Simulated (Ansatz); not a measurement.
A series of calculations on TaH2OCl2F3

Part 1: Relaxation

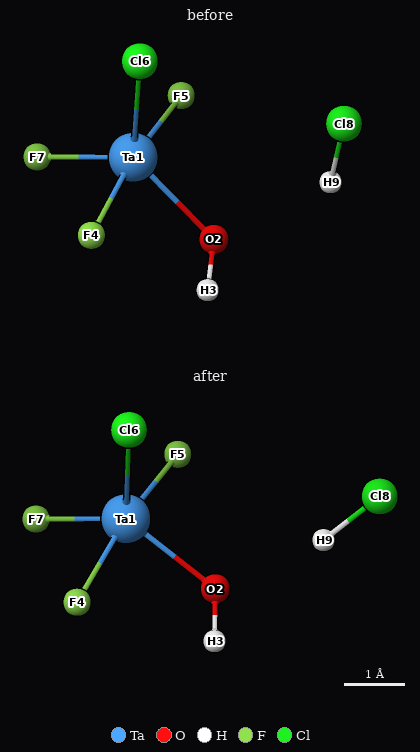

The structure of TaH₂OCl₂F₃ before (top) and after (bottom) a relaxation, at one scale.

A ball-and-stick model, seen at a tilt.

The run prepares an end point of a later path (reaction) calculation, from a guessed geometry.

Level of theory: Ansatz, RKS PBE0/def2-SVP. Settings: no spin polarisation; force threshold 0.03 eV/Å; at most 50 steps.

Question: Summarise the run.

Answer: Over 11 geometry steps the energy falls by 0.125 eV. The largest force component goes from 1.3 to 0.0094 eV/Å. The atom that moves furthest after the best rigid fit is Cl8 (0.72 Å). Largest moves by element: Cl 0.72 Å, O 0.34 Å, F 0.33 Å, H 0.31 Å, Ta 0.12 Å. Near-neighbour distances that change, for instance: Ta1–O2 1.971 → 1.905 Å, Cl8–H9 1.331 → 1.295 Å, Ta1–F7 1.853 → 1.863 Å, Ta1–Cl6 2.286 → 2.279 Å. Among the angles between lasting bonds that change: O2–Ta1–Cl6 127.2° → 115.8°, O2–Ta1–F7 119.6° → 126.3°, Ta1–O2–H3 116.2° → 121.3°.

Limits of the set-up: the start holds two separate molecules, 2.2 Å apart at their closest, whose relative position is a soft coordinate and is computed without a dispersion correction.

Part 2: Relaxation

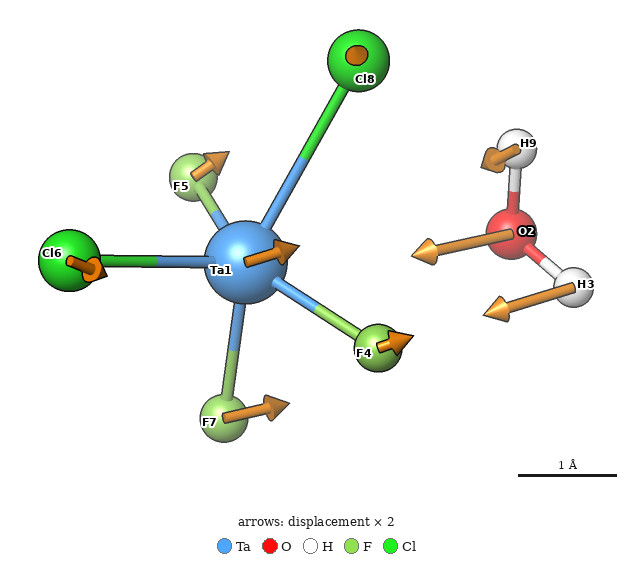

This is a relaxation of TaH2OCl2F3. The starting structure is drawn; orange arrows show the displacements, magnified 2 times. The two geometries are superimposed by the best rigid fit.

Style: ball-and-stick. Shown at a tilt.

The run prepares an end point of a later path (reaction) calculation, from a guessed geometry.

The calculation used RKS PBE0/def2-SVP (Ansatz 0.2.0). (no spin polarisation; force threshold 0.03 eV/Å; at most 50 steps)

Question: Describe the change and its energy.

Answer: The atom that moves furthest after the best rigid fit is O2 (0.61 Å). Largest moves by element: O 0.61 Å, H 0.52 Å, F 0.37 Å, Ta 0.31 Å, Cl 0.28 Å. Among the contacts that change: Ta1–O2 3.200 → 2.303 Å, Ta1–H3 3.567 → 2.800 Å, Ta1–H9 3.240 → 2.831 Å, Ta1–Cl8 2.434 → 2.358 Å. New bonds form, among them: Ta1–O2 (3.20 → 2.30 Å). Bond angles that change, for instance: F4–Ta1–F5 148.2° → 156.5°, F7–Ta1–Cl8 154.4° → 161.3°, F4–Ta1–Cl6 106.2° → 101.6°. The energy falls by 67.1 kJ/mol in 8 accepted moves (9 points after the start). The largest force component goes from 1.3 to 0.027 eV/Å. The line search rejected the trial step at point 5 of the run. Cost: 36 s on 4 threads of Arm Neoverse V1, with other jobs on the host, peak memory 0.38 GiB.

Limits of the set-up: the start holds two separate molecules, 2.6 Å apart at their closest, whose relative position is a soft coordinate and is computed without a dispersion correction.

Part 3: Path

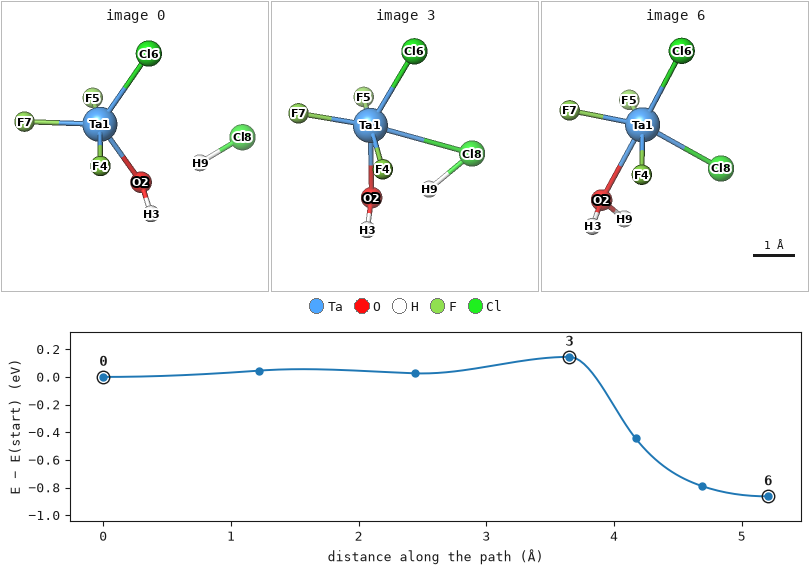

NEB run on TaH2OCl2F3. Images are numbered from 0 (start) to 6 (end). Style: ball-and-stick. Shown from a free direction.

Method: Ansatz 0.2.0, RKS PBE0/def2-SVP. Run with 5 movable images; climbing image; force threshold 0.03 eV/Å; iteration limit 60; starting path through a guess of the saddle point.

### What happens along the path, and what is the barrier?

The energy climbs by 0.14 eV to image 3 and then falls by 1.01 eV, so the end point sits at −0.86 eV. The path has more than one stage, and so few images may leave a stage unresolved. Breaking: Cl8–H9 (1.29 → 1.41 at the top → 2.79 Å). Forming: O2–H9 (1.99 → 1.45 at the top → 0.97 Å), Ta1–Cl8 (4.29 → 2.75 at the top → 2.36 Å). The band converged in 21 iterations. The largest component of the band force went from 5.4 to 0.029 eV/Å. The climbing image converged on the top of the path. Its vibrational analysis gives one imaginary mode (405i cm⁻¹), as a transition state must have.
